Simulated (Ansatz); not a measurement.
Band structure of YCo₃B₂ (P6/mmm, 6 atoms in the cell).

```
CELL_PARAMETERS angstrom
      5.03287     0.00000     0.00000
     -2.51643     4.35859     0.00000
      0.00000     0.00000     2.92939
ATOMIC_POSITIONS crystal
  Y  0.00000 0.00000 0.00000
  Co 0.50000 0.00000 0.50000
  Co 0.50000 0.50000 0.50000
  Co 0.00000 0.50000 0.50000
  B  0.33333 0.66667 0.00000
  B  0.66667 0.33333 0.00000
```
Moments meant for the start (each program seeds them in its own way; μB, in the order of the atoms Y Co Co Co B B): 0.0 3.0 3.0 3.0 0.0 0.0.

Level of theory: LDA (PW92), PAW files made with PBE (plane waves; Ansatz, a first-principles code).

Settings: basis.ecutwfc = 420 eV; kpoints.mp_grid.grid = 6 6 9; hamiltonian.xc = lda; hamiltonian.pseudopotentials = {kind: paw} (the program's default PAW files); magnetization.spin_polarized = true; scf.occupations.method = gaussian; scf.occupations.width = 0.272 eV; kpoints.band_path.npoints = 8.

The starting cell comes from a database of computed structures (which also holds hypothetical and non-ambient phases and stackings), without a prior relaxation at this level. The starting moments vanished: the run ended non-magnetic, which need not be the lowest state. The program warned that a starting moment was not kept.

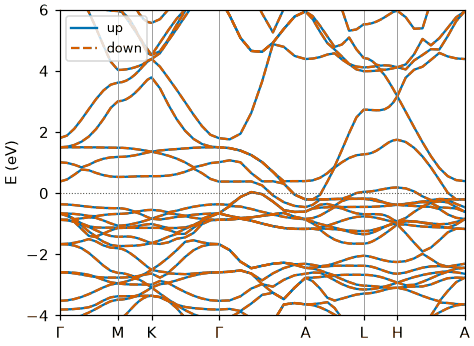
*Bands along the path, energies from the Fermi level.*

Levels in eV from the Fermi level, bands 31 to 38 of the first spin channel:
```
point     31     32     33     34     35     36     37    38
-----  -----  -----  -----  -----  -----  -----  -----  ----
Γ      -0.66  -0.66  -0.66  -0.36   0.38   1.01   1.50  1.50
M      -1.13  -1.06  -0.68  -0.49   0.53   1.18   1.48  3.00
K      -1.01  -0.84  -0.84  -0.55   0.55   1.36   1.36  3.79
A      -0.86  -0.84  -0.61  -0.61  -0.46  -0.21  -0.21  0.39
L      -0.76  -0.69  -0.45  -0.19  -0.18   0.04   1.27  2.73
H      -0.97  -0.93  -0.38  -0.38  -0.38   0.19   1.75  3.17
```

Bands cross the Fermi level along this path, so the cell is metallic at this level.

The net moment of the cell came out as 0.00 μB.

Keys are those of Ansatz 0.2.
